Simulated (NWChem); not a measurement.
# singlet [N2H3]+: levels of theory compared

We compute a comparison of 6 runs (HF/STO-3G, HF/3-21G, B3LYP/6-31G*, M06-2X/def2-TZVP, PBE/def2-TZVP) of singlet [N2H3]+. 

The calculation is run with NWChem 7.3.0.

25 further runs of the same task are left out: 25 set aside as unsound or not needed. Runs told in other sessions of the task aren't counted.

## (1) Starting point

[N2H3]+ has 5 atoms, charge +1, and is taken as a singlet. As SMILES of the parent species, `[NH]N`. Geometry: relaxed at PBE0-D4/def2-TZVP. This is one conformer, not always the lowest. That shape belongs to the parent species and isn't relaxed for this state.

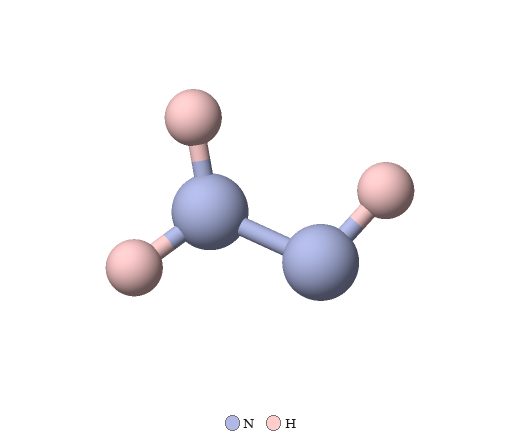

Viewed from a chosen angle; nitrogen light blue, hydrogen pink.

## (2) A single-point energy at HF/STO-3G (run 1)

The input, h3n2.nw:

```
start h3n2
memory stack 880 mb heap 220 mb global 1100 mb
charge 1

geometry units atomic noautosym nocenter noautoz
 N   -0.35451262  -1.54589046   0.85801125
 N   -0.24313216   0.44523837  -0.69626959
 H    1.43588950  -1.79797992   1.53307811
 H   -1.94821315   1.11928478  -1.20948141
 H    1.10994954   1.77932832  -0.48533836
end

basis spherical bse
 N library STO-3G
 H library STO-3G
end

scf
 thresh 1e-08
 maxiter 80
end

task scf energy
```

On the command line:

```bash
$ nwchem h3n2.nw > h3n2.out
```

The log of the run:

```text
[...]
  functions       =    13
[...]
  wavefunction    = RHF
[...]
         Total SCF energy =   -108.898409205002
      One-electron energy =   -214.440370769212
      Two-electron energy =     68.813966872550
 Nuclear repulsion energy =     36.727994691660
        Time for solution =      0.3s
[...]
```

Run time: 0.89 s. Hardware: 1 thread of Intel Xeon Platinum 8488C (Sapphire Rapids), shared host; peak memory 0.1 GiB.

## (3) The energy at HF/3-21G (run 2)

The input, h3n2.nw:

```
start h3n2
memory 2200 mb
charge 1

geometry units angstroms noautosym nocenter noautoz
 N    -0.187600   -0.818050    0.454040
 N    -0.128660    0.235610   -0.368450
 H     0.759840   -0.951450    0.811270
 H    -1.030950    0.592300   -0.640030
 H     0.587360    0.941580   -0.256830
end

basis "ao basis" spherical bse
 * library 3-21G
end

scf
 thresh 1e-08
 maxiter 80
 print medium
end

task scf energy
```

On the command line:

```bash
$ nwchem h3n2.nw > h3n2.out
```

The log of the run:

```text
[...]
  functions       =    24
[...]
  wavefunction    = RHF
[...]
         Total SCF energy =   -109.651831751855
      One-electron energy =   -215.507643167702
      Two-electron energy =     69.127814071841
 Nuclear repulsion energy =     36.727997344007
        Time for solution =      0.3s
[...]
```

Run time: 0.93 s. Hardware: 1 thread of Intel Xeon Platinum 8488C (Sapphire Rapids), shared host; peak memory 0.099 GiB.

Runs 3 to 5 aren't shown in full; the table further down has their settings and results.

## (4) A single-point energy at PBE/def2-TZVP (run 6)

The input, h3n2.xyz:

```xyz
5

N     -0.187600    -0.818050     0.454040
N     -0.128660     0.235610    -0.368450
H      0.759840    -0.951450     0.811270
H     -1.030950     0.592300    -0.640030
H      0.587360     0.941580    -0.256830
```

The input, run.py:

```python
from ase.io import read
from ase.calculators.nwchem import NWChem

molecule = read('h3n2.xyz')

calc = NWChem(
    label='h3n2',
    theory='dft',
    memory='2200 mb',
    basis='def2-TZVP',
    basispar='spherical bse',
    charge=1,
    dft={'xc': 'xpbe96 cpbe96', 'mult': '1', 'grid': 'xfine', 'convergence': 'energy 1e-08', 'iterations': '100', 'mulliken': None},
    task='energy',
)
molecule.calc = calc

print(f"energy = {molecule.get_potential_energy():.6f} eV")
print("dipole (e A):", molecule.get_dipole_moment().round(4))
```

On the command line:

```bash
$ export ASE_NWCHEM_COMMAND="nwchem PREFIX.nwi > PREFIX.nwo"
$ python run.py
```

The log of the run:

```text
energy = -3016.274839 eV
dipole (e A): [ 0.1563  0.2391 -0.0387]
```

The calculator wrote h3n2.nwi:

```
title "h3n2"

permanent_dir h3n2

scratch_dir h3n2

start h3n2

geometry units angstrom nocenter noautosym noautoz
  N  -1.8759999999999999e-01 -8.1805000000000005e-01 4.5404000000000000e-01
  N  -1.2866000000000000e-01 2.3561000000000001e-01 -3.6845000000000000e-01
  H  7.5983999999999996e-01 -9.5145000000000002e-01 8.1127000000000005e-01
  H  -1.0309500000000000e+00 5.9230000000000005e-01 -6.4002999999999999e-01
  H  5.8735999999999999e-01 9.4157999999999997e-01 -2.5683000000000000e-01
end

charge 1

memory 2200 mb

basis spherical bse noprint
   * library def2-TZVP
end

dft
  xc xpbe96 cpbe96
  mult 1
  grid xfine
  convergence energy 1e-08
  iterations 100
  mulliken
end

task dft energy
```

h3n2.nwo:

```text
Northwest Computational Chemistry Package (NWChem) 7.3.0
             --------------------------------------------------------

           Job information
           ---------------

    nwchem branch   = 7.3.0
    use scalapack   = T
    input           = h3n2.nwi
    prefix          = h3n2.
    data base       = h3n2/h3n2.db
    status          = startup
    nproc           =        1

           Memory information
           ------------------

    heap     =     72089596 doubles =      550.0 Mbytes
    stack    =     72089601 doubles =      550.0 Mbytes
    global   =    144179200 doubles =     1100.0 Mbytes (distinct from heap & stack)
    total    =    288358397 doubles =     2200.0 Mbytes
    verify   = yes
    hardfail = no

           Directory information
           ---------------------

  0 permanent = h3n2
  0 scratch   = h3n2

                                NWChem Input Module
                                -------------------

                                       h3n2
                                       ----

[... 82 lines left out ...]
  convergence criterion.
[... 17 lines left out ...]
          Convergence on energy requested:  1.00D-08
[... 1 line left out ...]
          Convergence on gradient requested:  5.00D-04
[... 20 lines left out ...]
          Convergence Information
[... 2 lines left out ...]
          total energy or number of iterations.
[... 29 lines left out ...]
 1-e energy   =    -208.239156
[... 27 lines left out ...]
   convergence    iter        energy       DeltaE   RMS-Dens  Diis-err    time
[... 14 lines left out ...]
      One electron energy =     -217.002222811043
[... 1 line left out ...]
    Exchange-Corr. energy =      -14.403583238402
[... 6 lines left out ...]
                       DFT Final Molecular Orbital Analysis
[... 581 lines left out ...]
    Atom       Charge   Shell Charges
 -----------   ------   -------------------------------------------------------
    1 N    7     6.82   0.89  1.07  0.54  0.56  0.28  1.23  1.43  0.64  0.01  0.15  0.02
    2 N    7     6.79   0.89  1.06  0.46  0.44  0.21  1.35  1.50  0.66  0.01  0.19  0.02
    3 H    1     0.81   0.25  0.34  0.11  0.11
    4 H    1     0.79   0.25  0.33  0.10  0.11
    5 H    1     0.79   0.25  0.33  0.10  0.11

 center of mass
 --------------
 x =  -0.25029504 y =  -0.46095517 z =   0.06773762

 moments of inertia (a.u.)
 ------------------
          58.393815443180           0.230835212146          -2.687615416714
           0.230835212146          28.823926817703          26.958407453919
          -2.687615416714          26.958407453919          45.146896318871

     Multipole analysis of the density
     ---------------------------------

     L   x y z        total         alpha         beta         nuclear
     -   - - -        -----         -----         ----         -------
     0   0 0 0      1.000000     -8.000000     -8.000000     17.000000

     1   1 0 0      0.295359      1.940623      1.940623     -3.585887
[... 8 lines of this table left out ...]
     2   0 0 2     -6.801074     -9.698311     -9.698311     12.595548

 Task  times  cpu:       17.9s     wall:       17.9s
 Total times  cpu:       17.9s     wall:       17.9s
```

Run time: 19 s. Hardware: 1 thread of Intel Xeon Platinum 8488C (Sapphire Rapids), shared host; peak memory 0.13 GiB.

## (5) The series

```csv
run,level,iteration cap,module,energy (Eh),HOMO energy (eV),LUMO energy (eV),HOMO–LUMO gap (eV),wall time
1,HF/STO-3G,80,scf,-108.898409,-21.54,-5.21,16.34,0.89 s
2,HF/3-21G,80,scf,-109.651832,-22.09,-6.45,15.64,0.93 s
3,B3LYP/6-31G* (spherical functions),100,dft,-110.920009,-17.25,-11.62,5.63,6.9 s
4,B3LYP/6-31G* (Cartesian functions),100,dft,-110.922443,-17.26,-11.63,5.63,8.4 s
5,M06-2X/def2-TZVP,100,dft,-110.913294,-19.20,-10.10,9.10,21 s
6,PBE/def2-TZVP,100,dft,-110.846057,-15.75,-12.70,3.05,19 s
```

## (6) Summary of results

| quantity | value |
| --- | --- |
| run 6: total energy | -110.84606 Eh |
| run 6: HOMO energy | -15.75 eV |
| run 6: LUMO energy | -12.70 eV |
| run 6: HOMO–LUMO gap | 3.05 eV |

The HOMO–LUMO gap runs from 3.05 eV (PBE/def2-TZVP) to 16.34 eV (HF/STO-3G). The two ends differ in method and basis. Totals of different functionals can't be ranked against each other. In run 1 the basis is minimal, so the values are rough. All runs together took 57 s, the longest 21 s.
